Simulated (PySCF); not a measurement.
## Excited-state calculation of C2H14Si4

- system: C2H14Si4 (SiEt(SiH3)3)
- method: TDDFT B3LYP/def2-SVPD, vertical, gas phase, core orbitals frozen in the response (PySCF 2.14.0)

The geometry comes from this level: PBE0-D3(BJ)/def2-SVP. It belongs to a series of runs on one base structure; here: ligand (all three): Cl to SiH3.

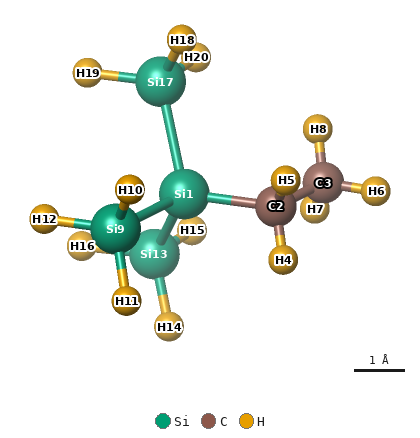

**Figure 1.** The structure as given in the input (ball-and-stick view, seen at a tilt; atoms are numbered from 1 in the order of the input).

### Results in brief

```csv
quantity,value
outcome,converged
total energy,−1242.276948 hartree
HOMO,−7.54 eV
LUMO,−0.47 eV
dipole moment,1.19 D
mean polarisability,149.34 a.u.
lowest singlet excitation,6.17 eV
hardware,"1 CPU thread, shared host"
wall time,84 s
peak memory,1 GiB
```

### Input
```
{"job": {"kind": "uv", "xc": "B3LYP", "basis": "def2-SVPD", "ip": false, "nstates": 10}, "charge": 0, "multiplicity": 1}
Si     0.285339     0.004600    -0.233908
C      0.195235     0.010237     1.668681
C     -1.224312     0.001329     2.225574
H      0.747626     0.898380     2.021254
H      0.762635    -0.864822     2.029457
H     -1.225765     0.012574     3.327023
H     -1.800285     0.877067     1.886709
H     -1.781322    -0.893593     1.905529
Si     2.504367    -0.050292    -0.986443
H      3.191485    -1.290597    -0.505242
H      3.269258     1.135136    -0.485747
H      2.532981    -0.040155    -2.482024
Si    -0.738271     1.914174    -1.132711
H     -0.096817     3.154806    -0.591742
H     -2.196564     1.957514    -0.797552
H     -0.598298     1.917329    -2.622042
Si    -0.809970    -1.868160    -1.128631
H     -0.255124    -3.130371    -0.544226
H     -0.620853    -1.906910    -2.612068
H     -2.278945    -1.824075    -0.842564
```

The first line tells a small driver script what to run in PySCF; the rest is the geometry in Å.

Run as:
```bash
OMP_NUM_THREADS=1 python <driver script> task.json out
```

### Log
```
coarse grid: 17352 points
cycle   1  E = -1242.0797574055  dE = -2.671e-01  |g| = 3.597e-01  |ddm| = 5.430e+00
cycle   2  E = -1242.0562785563  dE =  2.348e-02  |g| = 4.583e-01  |ddm| = 1.134e+00
cycle   3  E = -1242.1152044558  dE = -5.893e-02  |g| = 4.837e-02  |ddm| = 5.949e-01
cycle   4  E = -1242.1158547862  dE = -6.503e-04  |g| = 2.044e-02  |ddm| = 1.214e-01
cycle   5  E = -1242.1159949117  dE = -1.401e-04  |g| = 4.386e-03  |ddm| = 4.605e-02
cycle   6  E = -1242.1159997607  dE = -4.849e-06  |g| = 1.010e-03  |ddm| = 1.003e-02
final grid: 145328 points
cycle   7  E = -1242.2769435122  dE = -2.492e-05  |g| = 4.156e-03  |ddm| = 9.909e-02
cycle   8  E = -1242.2769391627  dE =  4.349e-06  |g| = 5.701e-03  |ddm| = 1.403e-02
cycle   9  E = -1242.2769483360  dE = -9.173e-06  |g| = 3.671e-04  |ddm| = 7.253e-03
cycle  10  E = -1242.2769483707  dE = -3.466e-08  |g| = 1.350e-04  |ddm| = 7.077e-04
cycle  11  E = -1242.2769483753  dE = -4.582e-09  |g| = 2.373e-05  |ddm| = 2.209e-04
cycle  12  E = -1242.2769483755  dE = -1.924e-10  |g| = 5.516e-06  |ddm| = 6.730e-05
```

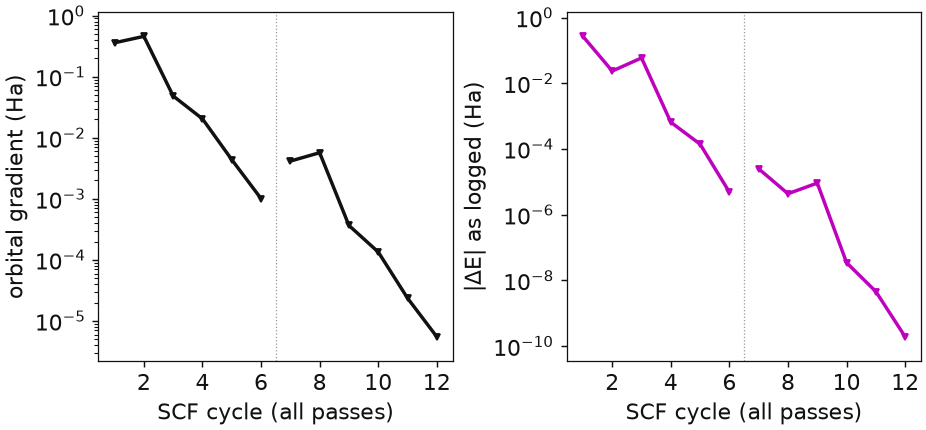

**Figure 2.** Convergence of the self-consistent field: orbital gradient and size of the energy change against the SCF cycle. The dotted line marks the change from a coarse to the final integration grid. The first 6 cycles use a coarse grid, the final grid takes over at cycle 7, and the field converges after 12 cycles in all.

```
converged SCF energy = -1242.2769483755

Static polarisability (au): isotropic 149.336, principal 139.721 151.533 156.754

Singlet excitations
state   eV       nm        f      main configurations
  1   6.1655    201.1   0.01891   H->L 0.85
  2   6.1836    200.5   0.01428   H-1->L 0.89
  3   6.3138    196.4   0.00023   H->L+2 0.54, H-1->L+1 0.42
  4   6.3459    195.4   0.00616   H->L+1 0.58, H-1->L+2 0.38
  5   6.6446    186.6   0.07566   H-1->L+1 0.36, H->L+2 0.29, H->L+3 0.13
  6   6.6986    185.1   0.17695   H-1->L+2 0.47, H->L+1 0.30
  7   6.7695    183.2   0.06071   H->L+3 0.81
  8   6.8045    182.2   0.00074   H-1->L+3 0.87
  9   6.8547    180.9   0.03079   H-2->L 0.82
 10   6.9125    179.4   0.00033   H-2->L+1 0.94

Triplet excitations (Tamm-Dancoff, eV): 5.5923 5.6503 5.7353 5.9274
```

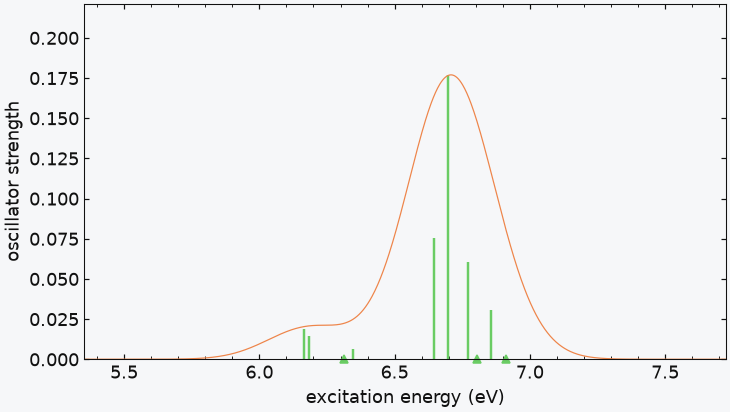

**Figure 3.** Computed excitations as sticks (degenerate states added up, dark ones marked on the axis), with a Gaussian envelope of 0.35 eV full width at half maximum, scaled to the tallest. Of the 10 states the lowest lies at 6.17 eV (f = 0.019); the strongest line is at 6.70 eV, or 185 nm (f = 0.177).

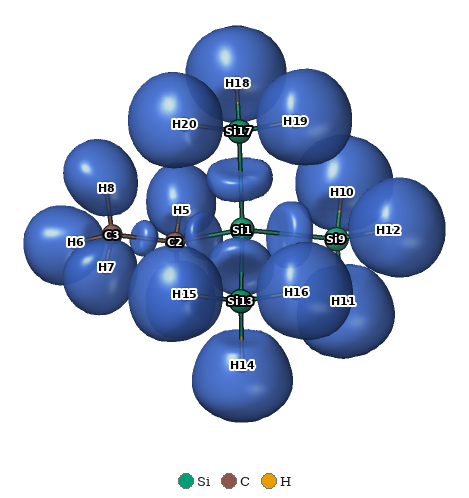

**Figure 4.** Isosurface of the ELF at 0.85 (blue), seen at an oblique angle. Core shells and regions of very low density are left out. Along the contacts the grid gives the following.

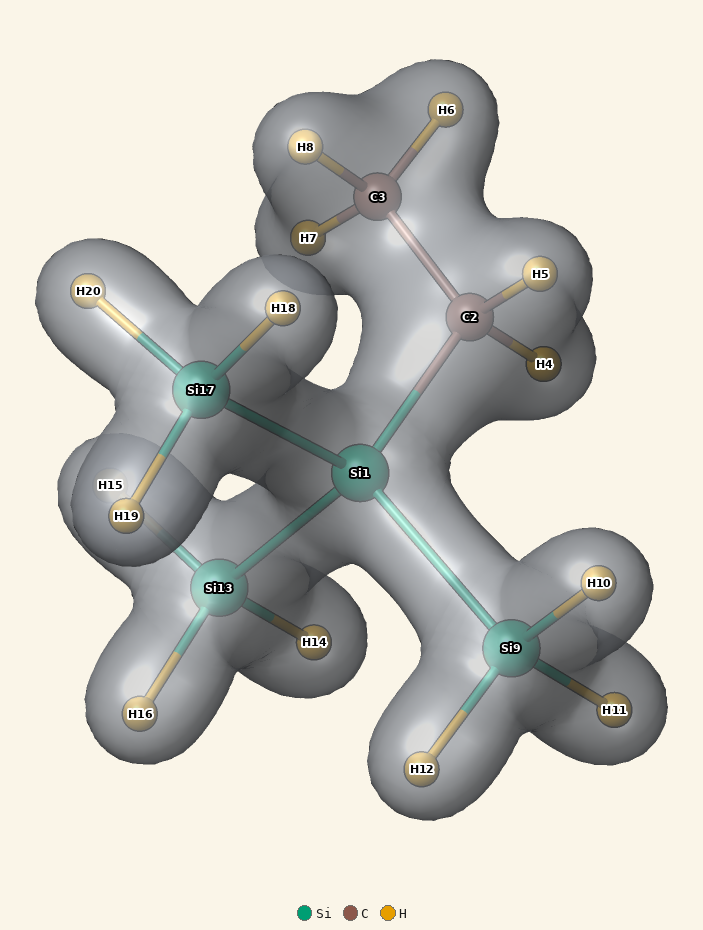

**Figure 5.** Isosurface of the total electron density at 0.4 e/Å³ (grey), seen at an oblique angle. At this value the surface is in one piece. On the grid the lowest density along these lines, outside the cores, is 1.6 e/Å³ (C–C, 1.52 Å), 0.75 e/Å³ (C–Si, 1.90 Å), 0.62 e/Å³ (Si–Si, 2.34 Å) and 1.8 e/Å³ (C–H, 1.10 Å).
